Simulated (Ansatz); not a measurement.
# H2BrO (doublet): B3LYP, r2SCAN0, wB97X-V over a scan of the distance O1–H3 along a hydrogen transfer, cc-pVDZ, part 2 of 2

Ansatz 0.2.0, Gaussian basis; cc-pVDZ, all electrons in the functionals. Earlier steps stand in the parts before.

## Step 16: r2SCAN0, 1.146 Å

The input, in.yaml:

```yaml
crystal:
  periodic: [false, false, false]
  atoms:
    - {symbol: O, position_ang: [-0.927923, -0.231644, 0.000000]}
    - {symbol: H, position_ang: [-1.177232, 0.694932, 0.000000]}
    - {symbol: H, position_ang: [0.218077, -0.231644, 0.000000]}
    - {symbol: Br, position_ang: [1.887077, -0.231644, 0.000000]}
basis:
  gaussian: {orbitals: cc-pVDZ}
magnetization: {spin_polarized: true, initial_magnetization: 1}
hamiltonian: {xc: {name: r2SCAN0}}
```

Started as:

```sh
> ansatz run in.yaml --threads 1 --pin off --events-out ev --progress --plain --max-ram 2393MiB
```

Log, shortened:

```text
Functional definition: r2SCAN0
  name "r2SCAN0"
  cite "Bursch, Neugebauer, Ehlert & Grimme, J. Chem. Phys. 156, 134105 (2022) doi:10.1063/5.0086040"
  cite "Furness, Kaplan, Ning, Perdew & Sun, J. Phys. Chem. Lett. 11, 8208 (2020) doi:10.1021/acs.jpclett.0c02405"
  cite "Furness, Kaplan, Ning, Perdew & Sun, J. Phys. Chem. Lett. 11, 9248 (2020) doi:10.1021/acs.jpclett.0c03077"
  parent r2scan
[...]
533 factors; integrals over basis functions are off by at most 1.4e-3 eV
[...]
mean field -72121.49743444 eV, -2650.4161450091 hartree, gradient 2.9e-6 eV, S^2 0.764350; 5 other end points of the search recorded, 0 dependent functions left out
reference -72121.49743931 eV, -2650.4161451879 hartree; 23, 22 occupied and 28, 29 virtual orbitals, 533 factors
Total energy: -72121.49743931 eV, -2650.4161451879 hartree
```

Wall time 12 s (1 thread of Arm Neoverse V2, shared host).

From the report: ⟨S²⟩ of the determinant 0.764 (pure doublet: 0.75).

From 0.960 Å: +33.3 kJ/mol.

## Step 17: r2SCAN0, 1.192 Å

The input, in.yaml:

```yaml
crystal:
  periodic: [false, false, false]
  atoms:
    - {symbol: O, position_ang: [-0.939423, -0.231644, 0.000000]}
    - {symbol: H, position_ang: [-1.188732, 0.694932, 0.000000]}
    - {symbol: H, position_ang: [0.252577, -0.231644, 0.000000]}
    - {symbol: Br, position_ang: [1.875577, -0.231644, 0.000000]}
basis:
  gaussian: {orbitals: cc-pVDZ}
magnetization: {spin_polarized: true, initial_magnetization: 1}
hamiltonian: {xc: {name: r2SCAN0}}
```

The command is unchanged.

Log, shortened:

```text
Functional definition: r2SCAN0
  name "r2SCAN0"
  cite "Bursch, Neugebauer, Ehlert & Grimme, J. Chem. Phys. 156, 134105 (2022) doi:10.1063/5.0086040"
  cite "Furness, Kaplan, Ning, Perdew & Sun, J. Phys. Chem. Lett. 11, 8208 (2020) doi:10.1021/acs.jpclett.0c02405"
  cite "Furness, Kaplan, Ning, Perdew & Sun, J. Phys. Chem. Lett. 11, 9248 (2020) doi:10.1021/acs.jpclett.0c03077"
  parent r2scan
[...]
533 factors; integrals over basis functions are off by at most 1.4e-3 eV
[...]
mean field -72121.39233963 eV, -2650.4122828459 hartree, gradient 2.9e-6 eV, S^2 0.765877; 5 other end points of the search recorded, 0 dependent functions left out
reference -72121.39234448 eV, -2650.4122830242 hartree; 23, 22 occupied and 28, 29 virtual orbitals, 533 factors
Total energy: -72121.39234448 eV, -2650.4122830242 hartree
```

It took 12 s on 1 thread of Arm Neoverse V2, shared host.

From the report: ⟨S²⟩ of the determinant 0.766 (pure doublet: 0.75).

From 0.960 Å: +43.5 kJ/mol.

## Step 18: r2SCAN0, 1.239 Å

The input, in.yaml:

```yaml
crystal:
  periodic: [false, false, false]
  atoms:
    - {symbol: O, position_ang: [-0.951173, -0.231644, 0.000000]}
    - {symbol: H, position_ang: [-1.200482, 0.694932, 0.000000]}
    - {symbol: H, position_ang: [0.287827, -0.231644, 0.000000]}
    - {symbol: Br, position_ang: [1.863827, -0.231644, 0.000000]}
basis:
  gaussian: {orbitals: cc-pVDZ}
magnetization: {spin_polarized: true, initial_magnetization: 1}
hamiltonian: {xc: {name: r2SCAN0}}
```

Same command.

Log, shortened:

```text
Functional definition: r2SCAN0
  name "r2SCAN0"
  cite "Bursch, Neugebauer, Ehlert & Grimme, J. Chem. Phys. 156, 134105 (2022) doi:10.1063/5.0086040"
  cite "Furness, Kaplan, Ning, Perdew & Sun, J. Phys. Chem. Lett. 11, 8208 (2020) doi:10.1021/acs.jpclett.0c02405"
  cite "Furness, Kaplan, Ning, Perdew & Sun, J. Phys. Chem. Lett. 11, 9248 (2020) doi:10.1021/acs.jpclett.0c03077"
  parent r2scan
[...]
533 factors; integrals over basis functions are off by at most 1.4e-3 eV
[...]
mean field -72121.30614098 eV, -2650.4091151040 hartree, gradient 1.8e-6 eV, S^2 0.765900; 5 other end points of the search recorded, 0 dependent functions left out
reference -72121.30614582 eV, -2650.4091152820 hartree; 23, 22 occupied and 28, 29 virtual orbitals, 533 factors
Total energy: -72121.30614582 eV, -2650.4091152820 hartree
```

Wall time 14 s (1 thread of Arm Neoverse V2, shared host).

From the report: ⟨S²⟩ of the determinant 0.766 (pure doublet: 0.75).

From 0.960 Å: +51.8 kJ/mol.

## Step 19: r2SCAN0, 1.285 Å

The input, in.yaml:

```yaml
crystal:
  periodic: [false, false, false]
  atoms:
    - {symbol: O, position_ang: [-0.962673, -0.231644, 0.000000]}
    - {symbol: H, position_ang: [-1.211982, 0.694932, 0.000000]}
    - {symbol: H, position_ang: [0.322327, -0.231644, 0.000000]}
    - {symbol: Br, position_ang: [1.852327, -0.231644, 0.000000]}
basis:
  gaussian: {orbitals: cc-pVDZ}
magnetization: {spin_polarized: true, initial_magnetization: 1}
hamiltonian: {xc: {name: r2SCAN0}}
```

The command is unchanged.

Log, shortened:

```text
Functional definition: r2SCAN0
  name "r2SCAN0"
  cite "Bursch, Neugebauer, Ehlert & Grimme, J. Chem. Phys. 156, 134105 (2022) doi:10.1063/5.0086040"
  cite "Furness, Kaplan, Ning, Perdew & Sun, J. Phys. Chem. Lett. 11, 8208 (2020) doi:10.1021/acs.jpclett.0c02405"
  cite "Furness, Kaplan, Ning, Perdew & Sun, J. Phys. Chem. Lett. 11, 9248 (2020) doi:10.1021/acs.jpclett.0c03077"
  parent r2scan
[...]
532 factors; integrals over basis functions are off by at most 1.5e-3 eV
[...]
mean field -72121.24142561 eV, -2650.4067368578 hartree, gradient 2.1e-6 eV, S^2 0.764481; 5 other end points of the search recorded, 0 dependent functions left out
reference -72121.24143044 eV, -2650.4067370353 hartree; 23, 22 occupied and 28, 29 virtual orbitals, 532 factors
Total energy: -72121.24143044 eV, -2650.4067370353 hartree
```

It took 14 s on 1 thread of Arm Neoverse V2, shared host.

From the report: ⟨S²⟩ of the determinant 0.764 (pure doublet: 0.75).

From 0.960 Å: +58.0 kJ/mol.

## Step 20: wB97X-V, 0.892 Å

The input, in.yaml:

```yaml
crystal:
  periodic: [false, false, false]
  atoms:
    - {symbol: O, position_ang: [-0.864423, -0.231644, 0.000000]}
    - {symbol: H, position_ang: [-1.113732, 0.694932, 0.000000]}
    - {symbol: H, position_ang: [0.027577, -0.231644, 0.000000]}
    - {symbol: Br, position_ang: [1.950577, -0.231644, 0.000000]}
basis:
  gaussian: {orbitals: cc-pVDZ}
magnetization: {spin_polarized: true, initial_magnetization: 1}
hamiltonian: {xc: {name: wB97X-V}}
```

The command is unchanged.

Log, shortened:

```text
Functional definition: wB97X-V
  name "wB97X-V"
  cite "Mardirossian & Head-Gordon, Phys. Chem. Chem. Phys. 16, 9904 (2014) doi:10.1039/C3CP54374A"
  cite "Becke, J. Chem. Phys. 107, 8554 (1997) doi:10.1063/1.475007"
  cite "Vydrov & Van Voorhis, J. Chem. Phys. 133, 244103 (2010) doi:10.1063/1.3521275"
[...]
      + integral(e_c_pw_opposite_spin*poly(b97_u_opposite, cos0, cos1)) + vv10(b, c)
530 factors; integrals over basis functions are off by at most 1.5e-3 eV
115 factors; integrals over basis functions are off by at most 6.4e-6 eV
[...]
mean field -72116.16506228 eV, -2650.2201839466 hartree, gradient 7.1e-6 eV, S^2 0.752678; 4 other end points of the search recorded, 0 dependent functions left out
reference -72116.16506135 eV, -2650.2201839124 hartree; 23, 22 occupied and 28, 29 virtual orbitals, 530 factors
Total energy: -72116.16506135 eV, -2650.2201839124 hartree
```

Run time: 22 s. Hardware: 1 thread of Arm Neoverse V2, shared host.

From the report: ⟨S²⟩ of the determinant 0.753 (pure doublet: 0.75).

## Step 21: wB97X-V, 0.960 Å

The input, in.yaml:

```yaml
crystal:
  periodic: [false, false, false]
  atoms:
    - {symbol: O, position_ang: [-0.881305, -0.231644, 0.000000]}
    - {symbol: H, position_ang: [-1.130614, 0.694932, 0.000000]}
    - {symbol: H, position_ang: [0.078224, -0.231644, 0.000000]}
    - {symbol: Br, position_ang: [1.933695, -0.231644, 0.000000]}
basis:
  gaussian: {orbitals: cc-pVDZ}
magnetization: {spin_polarized: true, initial_magnetization: 1}
hamiltonian: {xc: {name: wB97X-V}}
```

The command is unchanged.

Log, shortened:

```text
Functional definition: wB97X-V
  name "wB97X-V"
  cite "Mardirossian & Head-Gordon, Phys. Chem. Chem. Phys. 16, 9904 (2014) doi:10.1039/C3CP54374A"
  cite "Becke, J. Chem. Phys. 107, 8554 (1997) doi:10.1063/1.475007"
  cite "Vydrov & Van Voorhis, J. Chem. Phys. 133, 244103 (2010) doi:10.1063/1.3521275"
[...]
      + integral(e_c_pw_opposite_spin*poly(b97_u_opposite, cos0, cos1)) + vv10(b, c)
531 factors; integrals over basis functions are off by at most 1.4e-3 eV
115 factors; integrals over basis functions are off by at most 7.0e-6 eV
[...]
mean field -72116.32098496 eV, -2650.2259139993 hartree, gradient 5.3e-6 eV, S^2 0.753835; 4 other end points of the search recorded, 0 dependent functions left out
reference -72116.32098402 eV, -2650.2259139648 hartree; 23, 22 occupied and 28, 29 virtual orbitals, 531 factors
Total energy: -72116.32098402 eV, -2650.2259139648 hartree
```

Wall time 20 s (1 thread of Arm Neoverse V2, shared host).

From the report: ⟨S²⟩ of the determinant 0.754 (pure doublet: 0.75).

## Step 22: wB97X-V, 1.006 Å

The input, in.yaml:

```yaml
crystal:
  periodic: [false, false, false]
  atoms:
    - {symbol: O, position_ang: [-0.892923, -0.231644, 0.000000]}
    - {symbol: H, position_ang: [-1.142232, 0.694932, 0.000000]}
    - {symbol: H, position_ang: [0.113077, -0.231644, 0.000000]}
    - {symbol: Br, position_ang: [1.922077, -0.231644, 0.000000]}
basis:
  gaussian: {orbitals: cc-pVDZ}
magnetization: {spin_polarized: true, initial_magnetization: 1}
hamiltonian: {xc: {name: wB97X-V}}
```

Same command.

Log, shortened:

```text
Functional definition: wB97X-V
  name "wB97X-V"
  cite "Mardirossian & Head-Gordon, Phys. Chem. Chem. Phys. 16, 9904 (2014) doi:10.1039/C3CP54374A"
  cite "Becke, J. Chem. Phys. 107, 8554 (1997) doi:10.1063/1.475007"
  cite "Vydrov & Van Voorhis, J. Chem. Phys. 133, 244103 (2010) doi:10.1063/1.3521275"
[...]
      + integral(e_c_pw_opposite_spin*poly(b97_u_opposite, cos0, cos1)) + vv10(b, c)
531 factors; integrals over basis functions are off by at most 1.4e-3 eV
115 factors; integrals over basis functions are off by at most 6.9e-6 eV
[...]
mean field -72116.29205232 eV, -2650.2248507443 hartree, gradient 5.2e-6 eV, S^2 0.755197; 5 other end points of the search recorded, 0 dependent functions left out
reference -72116.29205138 eV, -2650.2248507097 hartree; 23, 22 occupied and 28, 29 virtual orbitals, 531 factors
Total energy: -72116.29205138 eV, -2650.2248507097 hartree
```

Run time: 21 s. Hardware: 1 thread of Arm Neoverse V2, shared host.

From the report: ⟨S²⟩ of the determinant 0.755 (pure doublet: 0.75).

From 0.960 Å: +2.8 kJ/mol.

## Step 23: wB97X-V, 1.053 Å

The input, in.yaml:

```yaml
crystal:
  periodic: [false, false, false]
  atoms:
    - {symbol: O, position_ang: [-0.904673, -0.231644, 0.000000]}
    - {symbol: H, position_ang: [-1.153982, 0.694932, 0.000000]}
    - {symbol: H, position_ang: [0.148327, -0.231644, 0.000000]}
    - {symbol: Br, position_ang: [1.910327, -0.231644, 0.000000]}
basis:
  gaussian: {orbitals: cc-pVDZ}
magnetization: {spin_polarized: true, initial_magnetization: 1}
hamiltonian: {xc: {name: wB97X-V}}
```

Same command.

Log, shortened:

```text
Functional definition: wB97X-V
  name "wB97X-V"
  cite "Mardirossian & Head-Gordon, Phys. Chem. Chem. Phys. 16, 9904 (2014) doi:10.1039/C3CP54374A"
  cite "Becke, J. Chem. Phys. 107, 8554 (1997) doi:10.1063/1.475007"
  cite "Vydrov & Van Voorhis, J. Chem. Phys. 133, 244103 (2010) doi:10.1063/1.3521275"
[...]
      + integral(e_c_pw_opposite_spin*poly(b97_u_opposite, cos0, cos1)) + vv10(b, c)
531 factors; integrals over basis functions are off by at most 1.4e-3 eV
115 factors; integrals over basis functions are off by at most 6.3e-6 eV
[...]
mean field -72116.19694573 eV, -2650.2213556414 hartree, gradient 4.9e-6 eV, S^2 0.757182; 5 other end points of the search recorded, 0 dependent functions left out
reference -72116.19694478 eV, -2650.2213556067 hartree; 23, 22 occupied and 28, 29 virtual orbitals, 531 factors
Total energy: -72116.19694478 eV, -2650.2213556067 hartree
```

Run time: 19 s. Hardware: 1 thread of Arm Neoverse V2, shared host.

From the report: ⟨S²⟩ of the determinant 0.757 (pure doublet: 0.75).

From 0.960 Å: +12.0 kJ/mol.

## Step 24: wB97X-V, 1.099 Å

The input, in.yaml:

```yaml
crystal:
  periodic: [false, false, false]
  atoms:
    - {symbol: O, position_ang: [-0.916173, -0.231644, 0.000000]}
    - {symbol: H, position_ang: [-1.165482, 0.694932, 0.000000]}
    - {symbol: H, position_ang: [0.182827, -0.231644, 0.000000]}
    - {symbol: Br, position_ang: [1.898827, -0.231644, 0.000000]}
basis:
  gaussian: {orbitals: cc-pVDZ}
magnetization: {spin_polarized: true, initial_magnetization: 1}
hamiltonian: {xc: {name: wB97X-V}}
```

The command is unchanged.

Log, shortened:

```text
Functional definition: wB97X-V
  name "wB97X-V"
  cite "Mardirossian & Head-Gordon, Phys. Chem. Chem. Phys. 16, 9904 (2014) doi:10.1039/C3CP54374A"
  cite "Becke, J. Chem. Phys. 107, 8554 (1997) doi:10.1063/1.475007"
  cite "Vydrov & Van Voorhis, J. Chem. Phys. 133, 244103 (2010) doi:10.1063/1.3521275"
[...]
      + integral(e_c_pw_opposite_spin*poly(b97_u_opposite, cos0, cos1)) + vv10(b, c)
533 factors; integrals over basis functions are off by at most 1.5e-3 eV
115 factors; integrals over basis functions are off by at most 6.4e-6 eV
[...]
mean field -72116.07127742 eV, -2650.2167374163 hartree, gradient 1.3e-5 eV, S^2 0.759645; 5 other end points of the search recorded, 0 dependent functions left out
reference -72116.07127647 eV, -2650.2167373814 hartree; 23, 22 occupied and 28, 29 virtual orbitals, 533 factors
Total energy: -72116.07127647 eV, -2650.2167373814 hartree
```

It took 17 s on 1 thread of Arm Neoverse V2, shared host.

From the report: ⟨S²⟩ of the determinant 0.760 (pure doublet: 0.75).

From 0.960 Å: +24.1 kJ/mol.

## Step 25: wB97X-V, 1.146 Å

The input, in.yaml:

```yaml
crystal:
  periodic: [false, false, false]
  atoms:
    - {symbol: O, position_ang: [-0.927923, -0.231644, 0.000000]}
    - {symbol: H, position_ang: [-1.177232, 0.694932, 0.000000]}
    - {symbol: H, position_ang: [0.218077, -0.231644, 0.000000]}
    - {symbol: Br, position_ang: [1.887077, -0.231644, 0.000000]}
basis:
  gaussian: {orbitals: cc-pVDZ}
magnetization: {spin_polarized: true, initial_magnetization: 1}
hamiltonian: {xc: {name: wB97X-V}}
```

Same command.

Log, shortened:

```text
Functional definition: wB97X-V
  name "wB97X-V"
  cite "Mardirossian & Head-Gordon, Phys. Chem. Chem. Phys. 16, 9904 (2014) doi:10.1039/C3CP54374A"
  cite "Becke, J. Chem. Phys. 107, 8554 (1997) doi:10.1063/1.475007"
  cite "Vydrov & Van Voorhis, J. Chem. Phys. 133, 244103 (2010) doi:10.1063/1.3521275"
[...]
      + integral(e_c_pw_opposite_spin*poly(b97_u_opposite, cos0, cos1)) + vv10(b, c)
533 factors; integrals over basis functions are off by at most 1.4e-3 eV
115 factors; integrals over basis functions are off by at most 6.4e-6 eV
[...]
mean field -72115.93568113 eV, -2650.2117543445 hartree, gradient 9.2e-6 eV, S^2 0.762236; 5 other end points of the search recorded, 0 dependent functions left out
reference -72115.93568017 eV, -2650.2117543094 hartree; 23, 22 occupied and 28, 29 virtual orbitals, 533 factors
Total energy: -72115.93568017 eV, -2650.2117543094 hartree
```

Wall time 19 s (1 thread of Arm Neoverse V2, shared host).

From the report: ⟨S²⟩ of the determinant 0.762 (pure doublet: 0.75).

From 0.960 Å: +37.2 kJ/mol.

## Step 26: wB97X-V, 1.192 Å

The input, in.yaml:

```yaml
crystal:
  periodic: [false, false, false]
  atoms:
    - {symbol: O, position_ang: [-0.939423, -0.231644, 0.000000]}
    - {symbol: H, position_ang: [-1.188732, 0.694932, 0.000000]}
    - {symbol: H, position_ang: [0.252577, -0.231644, 0.000000]}
    - {symbol: Br, position_ang: [1.875577, -0.231644, 0.000000]}
basis:
  gaussian: {orbitals: cc-pVDZ}
magnetization: {spin_polarized: true, initial_magnetization: 1}
hamiltonian: {xc: {name: wB97X-V}}
```

The command is unchanged.

Log, shortened:

```text
Functional definition: wB97X-V
  name "wB97X-V"
  cite "Mardirossian & Head-Gordon, Phys. Chem. Chem. Phys. 16, 9904 (2014) doi:10.1039/C3CP54374A"
  cite "Becke, J. Chem. Phys. 107, 8554 (1997) doi:10.1063/1.475007"
  cite "Vydrov & Van Voorhis, J. Chem. Phys. 133, 244103 (2010) doi:10.1063/1.3521275"
[...]
      + integral(e_c_pw_opposite_spin*poly(b97_u_opposite, cos0, cos1)) + vv10(b, c)
533 factors; integrals over basis functions are off by at most 1.4e-3 eV
115 factors; integrals over basis functions are off by at most 7.1e-6 eV
[...]
mean field -72115.81464028 eV, -2650.2073061753 hartree, gradient 2.5e-6 eV, S^2 0.764026; 5 other end points of the search recorded, 0 dependent functions left out
reference -72115.81463931 eV, -2650.2073061400 hartree; 23, 22 occupied and 28, 29 virtual orbitals, 533 factors
Total energy: -72115.81463931 eV, -2650.2073061400 hartree
```

It took 19 s on 1 thread of Arm Neoverse V2, shared host.

From the report: ⟨S²⟩ of the determinant 0.764 (pure doublet: 0.75).

From 0.960 Å: +48.9 kJ/mol.

## Step 27: wB97X-V, 1.239 Å

The input, in.yaml:

```yaml
crystal:
  periodic: [false, false, false]
  atoms:
    - {symbol: O, position_ang: [-0.951173, -0.231644, 0.000000]}
    - {symbol: H, position_ang: [-1.200482, 0.694932, 0.000000]}
    - {symbol: H, position_ang: [0.287827, -0.231644, 0.000000]}
    - {symbol: Br, position_ang: [1.863827, -0.231644, 0.000000]}
basis:
  gaussian: {orbitals: cc-pVDZ}
magnetization: {spin_polarized: true, initial_magnetization: 1}
hamiltonian: {xc: {name: wB97X-V}}
```

Same command.

Log, shortened:

```text
Functional definition: wB97X-V
  name "wB97X-V"
  cite "Mardirossian & Head-Gordon, Phys. Chem. Chem. Phys. 16, 9904 (2014) doi:10.1039/C3CP54374A"
  cite "Becke, J. Chem. Phys. 107, 8554 (1997) doi:10.1063/1.475007"
  cite "Vydrov & Van Voorhis, J. Chem. Phys. 133, 244103 (2010) doi:10.1063/1.3521275"
[...]
      + integral(e_c_pw_opposite_spin*poly(b97_u_opposite, cos0, cos1)) + vv10(b, c)
533 factors; integrals over basis functions are off by at most 1.4e-3 eV
115 factors; integrals over basis functions are off by at most 6.9e-6 eV
[...]
mean field -72115.71354092 eV, -2650.2035908427 hartree, gradient 9.7e-6 eV, S^2 0.764327; 5 other end points of the search recorded, 0 dependent functions left out
reference -72115.71353996 eV, -2650.2035908072 hartree; 23, 22 occupied and 28, 29 virtual orbitals, 533 factors
Total energy: -72115.71353996 eV, -2650.2035908072 hartree
```

Wall time 20 s (1 thread of Arm Neoverse V2, shared host).

From the report: ⟨S²⟩ of the determinant 0.764 (pure doublet: 0.75).

From 0.960 Å: +58.6 kJ/mol.

## Step 28: wB97X-V, 1.285 Å

The input, in.yaml:

```yaml
crystal:
  periodic: [false, false, false]
  atoms:
    - {symbol: O, position_ang: [-0.962673, -0.231644, 0.000000]}
    - {symbol: H, position_ang: [-1.211982, 0.694932, 0.000000]}
    - {symbol: H, position_ang: [0.322327, -0.231644, 0.000000]}
    - {symbol: Br, position_ang: [1.852327, -0.231644, 0.000000]}
basis:
  gaussian: {orbitals: cc-pVDZ}
magnetization: {spin_polarized: true, initial_magnetization: 1}
hamiltonian: {xc: {name: wB97X-V}}
```

Same command.

Log, shortened:

```text
Functional definition: wB97X-V
  name "wB97X-V"
  cite "Mardirossian & Head-Gordon, Phys. Chem. Chem. Phys. 16, 9904 (2014) doi:10.1039/C3CP54374A"
  cite "Becke, J. Chem. Phys. 107, 8554 (1997) doi:10.1063/1.475007"
  cite "Vydrov & Van Voorhis, J. Chem. Phys. 133, 244103 (2010) doi:10.1063/1.3521275"
[...]
      + integral(e_c_pw_opposite_spin*poly(b97_u_opposite, cos0, cos1)) + vv10(b, c)
532 factors; integrals over basis functions are off by at most 1.5e-3 eV
115 factors; integrals over basis functions are off by at most 6.8e-6 eV
[...]
mean field -72115.63739802 eV, -2650.2007926424 hartree, gradient 9.0e-6 eV, S^2 0.763043; 6 other end points of the search recorded, 0 dependent functions left out
reference -72115.63739705 eV, -2650.2007926068 hartree; 23, 22 occupied and 28, 29 virtual orbitals, 532 factors
Total energy: -72115.63739705 eV, -2650.2007926068 hartree
```

Run time: 20 s. Hardware: 1 thread of Arm Neoverse V2, shared host.

From the report: ⟨S²⟩ of the determinant 0.763 (pure doublet: 0.75).

From 0.960 Å: +66.0 kJ/mol.

## Step 29: Against the wave-function levels

The yardstick is UCCSDT(Q), where the cluster series has nearly closed. It comes from earlier runs at the same points. Energies in kJ/mol, counted from 0.960 Å; blanks weren't run or aren't comparable.

```
    level  0.892 Å  0.960 Å  1.006 Å  1.053 Å  1.099 Å  1.146 Å  1.192 Å  1.239 Å  1.285 Å
UCCSDT(Q)     12.0      0.0      5.1     16.8     31.2     46.3     59.3     69.5     76.4
    B3LYP     17.9      0.0      0.4      7.0     16.7     27.9     38.6     48.4     56.9
  r2SCAN0     14.6      0.0      2.4     10.8     21.7     33.3     43.5     51.8     58.0
  wB97X-V     15.0      0.0      2.8     12.0     24.1     37.2     48.9     58.6     66.0
```

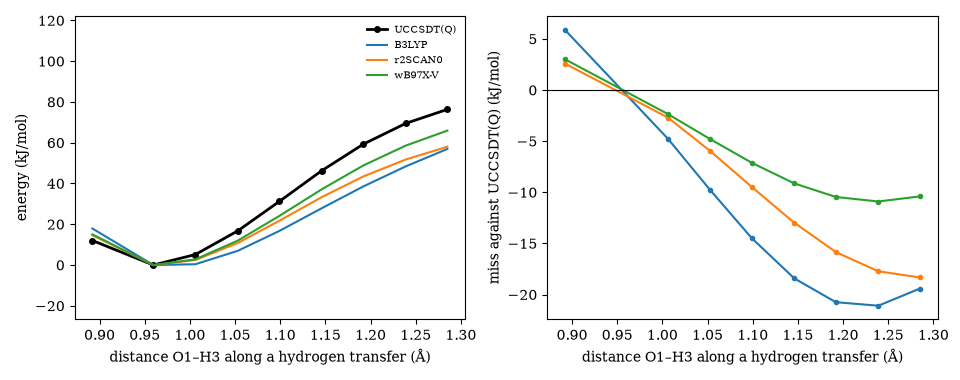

Left: the curves (the axis may cut off levels that run far away). Right: misses against UCCSDT(Q), in the same colours.

Largest miss and mean time a point (UCCSDT(Q) took 49 s a point; shared hosts):

```
  level  largest miss (kJ/mol)    where  time a point
  B3LYP                  -21.1  1.239 Å         8.1 s
r2SCAN0                  -18.3  1.285 Å          15 s
wB97X-V                  -10.9  1.239 Å          19 s
```

## Step 30: Results

What follows sums up all 2 parts.

| quantity | value |
| --- | --- |
| span of the UCCSDT(Q) curve | 76.4 kJ/mol |
| largest miss, B3LYP | -21.1 kJ/mol (1.239 Å) |
| largest miss, r2SCAN0 | -18.3 kJ/mol (1.285 Å) |
| largest miss, wB97X-V | -10.9 kJ/mol (1.239 Å) |

Of the functionals, wB97X-V keep the smallest largest miss at the points compared (at most 10.9 kJ/mol) and B3LYP strays most (21.1 kJ/mol, at 1.239 Å). Functionals and the yardstick converge differently with the basis, so part of each miss in cc-pVDZ is the basis.
